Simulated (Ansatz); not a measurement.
The reference is HfN in the rock salt structure (space group Fm-3m, No. 225; a = 4.5479 Å).

Structures relaxed with Ansatz (an electronic-structure program), PBE, PAW, cutoff 420 eV, spin-orbit coupling left out.

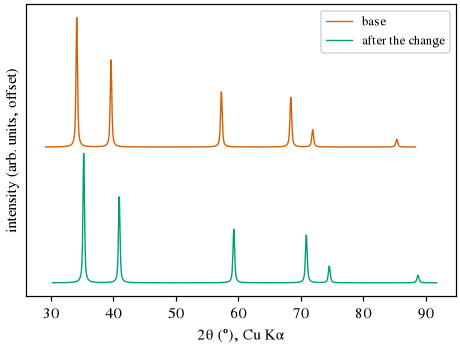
Simulated powder patterns before (top) and after one change

Question: Which change produced these results?
(A) pressure 30 GPa
(B) pressure 0.9 GPa
(C) pressure 9 GPa
(D) pressure 15 GPa

Answer: A, pressure 30 GPa. Its volume per atom is 10.71 Å³ against 11.76 Å³, and its space group is Fm-3m (No. 225).

Load acts through the strain it causes; cell and atoms are relaxed under it. Whether these cells are dynamically stable was not tested. No other phases were tried under pressure. All final runs are without spin polarisation. An odd electron count without spin: HfN.
